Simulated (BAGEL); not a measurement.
**Cl2GaO (SMILES [O][Ga]([Cl])[Cl]) at UHF/3-21G (density fitting with qzvpp-jkfit)**

What is the vertical electron affinity of Cl2GaO at UHF/3-21G (density fitting with qzvpp-jkfit)? 

The results are computed with BAGEL 1.2.2.

## 1. The system as given

Cl2GaO: 4 atoms, total charge 0, spin state doublet. As SMILES, `[O][Ga]([Cl])[Cl]`. Geometry: relaxed at PBE0-D4/def2-TZVP.

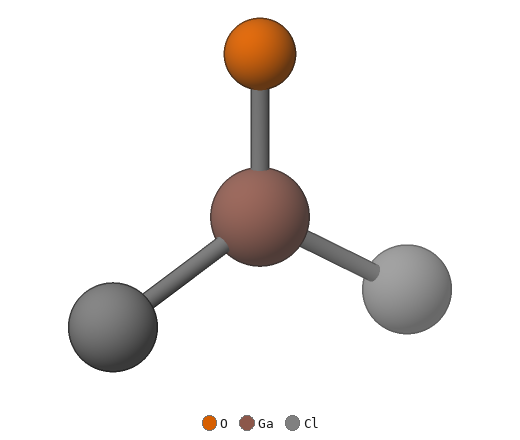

The structure, seen from a chosen angle (oxygen orange, gallium brown, chlorine grey).

## 2. A single-point energy at UHF/3-21G (density fitting with qzvpp-jkfit)

Contents of job.json:

```json
{ "bagel" : [

{
  "title" : "molecule",
  "basis" : "3-21g",
  "df_basis" : "qzvpp-jkfit",
  "angstrom" : true,
  "geometry" : [
    { "atom" : "O", "xyz" : [       0.746300,       1.055700,       1.312100 ] },
    { "atom" : "Ga", "xyz" : [       0.035800,       0.016900,       0.034200 ] },
    { "atom" : "Cl", "xyz" : [       0.760400,      -1.952900,      -0.180900 ] },
    { "atom" : "Cl", "xyz" : [      -1.486800,       0.819800,      -1.185700 ] }
  ]
},

{ "title" : "uhf", "nopen" : 1 },

{ "title" : "print", "file" : "orbitals.molden", "orbitals" : true }

]}
```

On the command line:

```console
$ BAGEL_NUM_THREADS=1 BAGEL job.json > job.out
```

Output:

```text
* using 1 threads per process

  ===============================================================
  ===============================================================

  *** Geometry ***

  { "atom" : "O", "xyz" : [      1.410303,      1.994984,      2.479510 ] },
  { "atom" : "Ga", "xyz" : [      0.067652,      0.031936,      0.064629 ] },
  { "atom" : "Cl", "xyz" : [      1.436948,     -3.690446,     -0.341851 ] },
  { "atom" : "Cl", "xyz" : [     -2.809645,      1.549197,     -2.240648 ] },

  Number of auxiliary basis functions:      599

  Since a DF basis is specified, we compute 2- and 3-index integrals:
    o Being stored without compression. Storage requirement is 0.016 GB

  Number of basis functions:       57
  Number of electrons      :       73

    * METHOD: MOLECULE                             0.28

  *** Open-shell HF ***

  === Nuclear Repulsion ===
   421.6329536009

      * DIIS with orbital gradients will be used.

  === UHF iteration (3-21g) ===
      0      -2902.79230636          0.03834731           0.18
      1      -2902.92480258          0.02996082           0.17
      2      -2902.98420698          0.01714370           0.17
      3      -2903.00682260          0.00124449           0.17
      4      -2903.00752307          0.00022374           0.17
      5      -2903.00760246          0.00007294           0.19
      6      -2903.00762751          0.00002665           0.18
      7      -2903.00764222          0.00000990           0.17
      8      -2903.00764723          0.00000441           0.19
      9      -2903.00764850          0.00000228           0.17
     10      -2903.00764869          0.00000067           0.17
     11      -2903.00764871          0.00000026           0.17
     12      -2903.00764871          0.00000014           0.17
     13      -2903.00764871          0.00000009           0.18
     14      -2903.00764871          0.00000007           0.18
     15      -2903.00764871          0.00000005           0.17
     16      -2903.00764871          0.00000004           0.22
     17      -2903.00764871          0.00000002           0.20
     18      -2903.00764871          0.00000001           0.17
    * SCF iteration converged.

    * S^2 (UHF) is 0.7568

    * Permanent dipole moment:
           (   -0.039789,    -0.058465,    -0.071397) a.u.

    * METHOD: UHF                                  3.55

    * METHOD: PRINT                                0.01

  ===============================================================
```

Run time: 4.2 s. Hardware: 1 thread of Intel Xeon Platinum 8488C (Sapphire Rapids), shared host; peak memory 0.12 GiB.

## 3. The singlet anion at the same level

Contents of input.json:

```json
{ "bagel": [

{
  "title": "molecule",
  "basis": "3-21g",
  "df_basis": "qzvpp-jkfit",
  "angstrom": true,
  "geometry": [
    { "atom": "O", "xyz": [    0.746300,    1.055700,    1.312100 ] },
    { "atom": "Ga", "xyz": [    0.035800,    0.016900,    0.034200 ] },
    { "atom": "Cl", "xyz": [    0.760400,   -1.952900,   -0.180900 ] },
    { "atom": "Cl", "xyz": [   -1.486800,    0.819800,   -1.185700 ] }
  ]
},
{
  "title": "hf",
  "charge": -1
},
{
  "title": "print",
  "file": "orbitals.molden",
  "orbitals": true
}

]}
```

On the command line:

```console
$ BAGEL_NUM_THREADS=1 BAGEL input.json > input.out
```

Output:

```text
* using 1 threads per process

  ===============================================================
  ===============================================================

  *** Geometry ***

  { "atom" : "O", "xyz" : [      1.410303,      1.994984,      2.479510 ] },
  { "atom" : "Ga", "xyz" : [      0.067652,      0.031936,      0.064629 ] },
  { "atom" : "Cl", "xyz" : [      1.436948,     -3.690446,     -0.341851 ] },
  { "atom" : "Cl", "xyz" : [     -2.809645,      1.549197,     -2.240648 ] },

  Number of auxiliary basis functions:      599

  Since a DF basis is specified, we compute 2- and 3-index integrals:
    o Being stored without compression. Storage requirement is 0.016 GB

  Number of basis functions:       57
  Number of electrons      :       73

    * METHOD: MOLECULE                             0.28

  *** RHF ***

  === Nuclear Repulsion ===
   421.6329536009

      * DIIS with orbital gradients will be used.

  === RHF iteration (3-21g) ===
      0      -2902.71019443          0.02959411           0.09
      1      -2902.25819707          0.05171635           0.10
      2      -2903.02721325          0.00243975           0.09
      3      -2903.03104633          0.00066147           0.09
      4      -2903.03145781          0.00023605           0.09
      5      -2903.03152159          0.00008608           0.10
      6      -2903.03153314          0.00002575           0.09
      7      -2903.03153439          0.00001311           0.09
      8      -2903.03153479          0.00000507           0.09
      9      -2903.03153485          0.00000205           0.09
     10      -2903.03153486          0.00000104           0.09
     11      -2903.03153486          0.00000022           0.09
     12      -2903.03153486          0.00000008           0.08
     13      -2903.03153486          0.00000003           0.08
     14      -2903.03153486          0.00000002           0.08
     15      -2903.03153486          0.00000001           0.08
     16      -2903.03153486          0.00000001           0.09
    * SCF iteration converged.

    * Permanent dipole moment:
           (    0.642325,     0.938864,     1.155284) a.u.

    * METHOD: HF                                   1.69

    * METHOD: PRINT                                0.01

  ===============================================================
```

It took 2.3 s on 1 thread of Intel Xeon Platinum 8488C (Sapphire Rapids), shared host; peak memory 0.12 GiB.

## 4. Results

At UHF/3-21G (density fitting with qzvpp-jkfit):

```
                                         quantity           value
                     doublet Cl2GaO: total energy  -2903.00765 Eh
                    doublet Cl2GaO: dipole moment          0.26 D
                             doublet Cl2GaO: ⟨S²⟩           0.757
                      singlet anion: total energy  -2903.03153 Eh
                       singlet anion: HOMO energy        -4.13 eV
                       singlet anion: LUMO energy         6.69 eV
                     singlet anion: HOMO–LUMO gap        10.81 eV
vertical electron affinity (to the singlet anion)        0.650 eV
```

What this shows: At fixed nuclei the extra electron is bound by 0.65 eV (15.0 kcal/mol). The basis has no diffuse functions, so the error can pass this value.
